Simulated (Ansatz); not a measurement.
**PHF2 (difluorophosphine) at CCSDT(Q)/STO-3G**

What is the electronic atomisation energy of PHF2 (difluorophosphine) at CCSDT(Q)/STO-3G? 

The results are computed with Ansatz 0.2.0.

65 further runs of the same task are left out: 6 that didn't finish, 59 set aside as unsound or not needed.

## (1) The molecule

The species is PHF2 (4 atoms), meant as a singlet with charge 0. SMILES: `FPF`. Geometry: relaxed at GFN2-xTB.

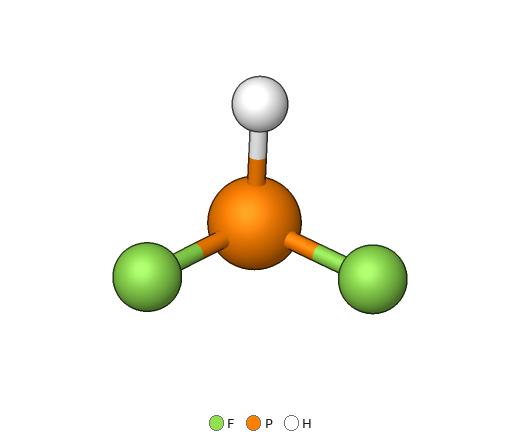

Viewed from a chosen angle; fluorine green, phosphorus orange, hydrogen white.

## (2) A single-point energy at CCSDT(Q)/STO-3G

File run.yaml:

```yaml
crystal:
  periodic: [false, false, false]
  atoms:
    - {symbol: F, position_ang: [1.200700, 0.603880, -0.244050]}
    - {symbol: P, position_ang: [-0.020800, -0.433020, -0.460000]}
    - {symbol: F, position_ang: [-1.177160, 0.665480, -0.195640]}
    - {symbol: H, position_ang: [-0.002740, -0.836340, 0.899690]}
basis:
  gaussian:
    orbitals: STO-3G
accuracy: high
correlation:
  method: ccsdt_q
  frozen_orbitals: {F: 1, H: 0, P: 5}
scf:
  omitted_lower_state_checks: [cluster_reference, increment]
```

Command:

```
$ ansatz run run.yaml --threads 1 --pin off --max-ram 2610MiB --events-out events.jsonl --progress --plain --runs-dir runs
```

Output:

```text
Warning: RAYON_NUM_THREADS=1 ignored (pool sized by the plan → 1); use --threads N
Functional definition: HF
  name "HF"
  exchange = exact_x
  correlation = 0
these checks for a lower state are left out or cut short: cluster_reference, increment
361 factors; integrals over basis functions are off by at most 2.7e-8 eV
mean field evaluation 1: about -14516.0973 eV, gradient 2.2e1 eV
mean field evaluation 2: about -14516.1851 eV, gradient 2.2e1 eV
mean field evaluation 4: about -14518.5877 eV, gradient 1.4e0 eV
mean field evaluation 8: about -14518.6011 eV, gradient 6.8e-6 eV
mean field -14518.60107826 eV, -533.5487485649 hartree, gradient 1.2e-8 eV, S^2 0.000000; 0 other end points of the search recorded, 0 dependent functions left out
7 core orbitals not correlated: weight in the atoms' cores, before any rotation towards them, 1.000 or more for the frozen orbitals, at most 0.000 for the correlated occupied ones
reference -14518.60107826 eV, -533.5487485649 hartree; 10, 10 occupied and 3, 3 virtual orbitals, 361 factors
second order -1.76881320 eV of doubles, -0.00000000 eV of singles
cycle   1  -2.13193890 eV  change   -3.6e-1 eV  update   7.4e-2
cycle   2  -2.37607001 eV  change   -2.4e-1 eV  update   3.3e-2
cycle   3  -2.46739800 eV  change   -9.1e-2 eV  update   2.1e-2
cycle   4  -2.47852143 eV  change   -1.1e-2 eV  update   4.9e-3
cycle   5  -2.48066705 eV  change   -2.1e-3 eV  update   2.8e-3
cycle   6  -2.48056814 eV  change    9.9e-5 eV  update   1.0e-3
cycle   7  -2.48037728 eV  change    1.9e-4 eV  update   4.7e-4
cycle   8  -2.48035765 eV  change    2.0e-5 eV  update   1.2e-4
cycle   9  -2.48043948 eV  change   -8.2e-5 eV  update   6.5e-5
cycle  10  -2.48047082 eV  change   -3.1e-5 eV  update   2.4e-5
cycle  11  -2.48046773 eV  change    3.1e-6 eV  update   6.8e-6
cycle  12  -2.48046764 eV  change    9.2e-8 eV  update   3.3e-6
cycle  13  -2.48046363 eV  change    4.0e-6 eV  update   1.1e-6
cycle  14  -2.48046342 eV  change    2.1e-7 eV  update   5.9e-7
cycle  15  -2.48046356 eV  change   -1.4e-7 eV  update   1.7e-7
cycle  16  -2.48046374 eV  change   -1.8e-7 eV  update   9.3e-8
cycle  17  -2.48046381 eV  change   -6.8e-8 eV  update   4.1e-8
cycle  18  -2.48046386 eV  change   -5.2e-8 eV  update   2.6e-8
cycle  19  -2.48046366 eV  change    2.0e-7 eV  update   1.0e-7
cycle  20  -2.48046365 eV  change    9.5e-9 eV  update   4.1e-8
cycle  21  -2.48046362 eV  change    3.0e-8 eV  update   2.0e-8
cycle  22  -2.48046362 eV  change   6.4e-10 eV  update   8.5e-9
cycle  23  -2.48046362 eV  change   5.9e-10 eV  update   3.4e-9
cycle  24  -2.48046362 eV  change   -1.4e-9 eV  update   1.2e-9
perturbative correction -0.00314122 eV, -0.0001154379 hartree
Total energy: -14521.08468311 eV, -533.6400193595 hartree
Checks for a lower state left out: cluster_reference, increment
```

Wall time 0.34 s (1 thread of Arm Neoverse V1, shared host).

## (3) The F atom, same level

File run.yaml:

```yaml
crystal:
  periodic: [false, false, false]
  atoms:
    - {symbol: F, position_ang: [0.000000, 0.000000, 0.000000]}
basis:
  gaussian: {orbitals: STO-3G}
magnetization: {spin_polarized: true, initial_magnetization: 1}
correlation: {method: ccsdt_q, frozen_orbitals: {F: 1}}
accuracy: high
scf: {omitted_lower_state_checks: [cluster_reference, increment]}
```

Run the same way, it converges to -97.98651 Eh (log not shown).

## (4) The H atom: a single-point energy at UHF/STO-3G

File input.yaml:

```yaml
crystal:
  periodic: [false, false, false]
  atoms:
    - symbol: H
      position_ang: [0.000000, 0.000000, 0.000000]
basis:
  gaussian: {orbitals: STO-3G}
magnetization: {spin_polarized: true, initial_magnetization: 1}
hamiltonian: {xc: hf}
accuracy: high
```

Run the same way, it converges to -0.46658 Eh (log not shown).

## (5) The P atom, same level

File input.yaml:

```yaml
crystal:
  periodic: [false, false, false]
  atoms:
    - {symbol: P, position_ang: [0.000000, 0.000000, 0.000000]}
basis:
  gaussian:
    orbitals: STO-3G
magnetization:
  spin_polarized: true
  initial_magnetization: 3
correlation:
  method: ccsdt_q
  frozen_orbitals: {P: 5}
accuracy: high
scf:
  omitted_lower_state_checks: [cluster_reference, increment]
```

Run the same way, it converges to -336.86877 Eh (log not shown).

## (6) Outcome

Level: CCSDT(Q)/STO-3G, 7 core orbitals frozen.

| quantity | value |
| --- | --- |
| molecule: total energy | -533.64002 Eh |
| molecule: correlation energy (7 core orbitals frozen) | -91.3 mEh |
| molecule: T1 diagnostic | 0.011 |
| F atom: total energy | -97.98651 Eh |
| F atom: correlation energy (1 core orbital frozen) | 0.0 mEh |
| F atom: ⟨S²⟩ of the reference determinant | 0.750 |
| F atom: T1 diagnostic | 0.000 |
| H atom: total energy | -0.46658 Eh |
| H atom: ⟨S²⟩ | 0.750 |
| P atom: total energy | -336.86877 Eh |
| P atom: correlation energy (5 core orbitals frozen) | 0.0 mEh |
| P atom: ⟨S²⟩ of the reference determinant | 3.750 |
| P atom: T1 diagnostic | 0.000 |
| electronic atomisation energy | 9.025 eV |

In words: Taking the molecule apart into free atoms costs 9.02 eV (871 kJ/mol), before zero-point energy and without spin-orbit coupling. In a minimal basis such a difference can be off by several eV, whatever the method.
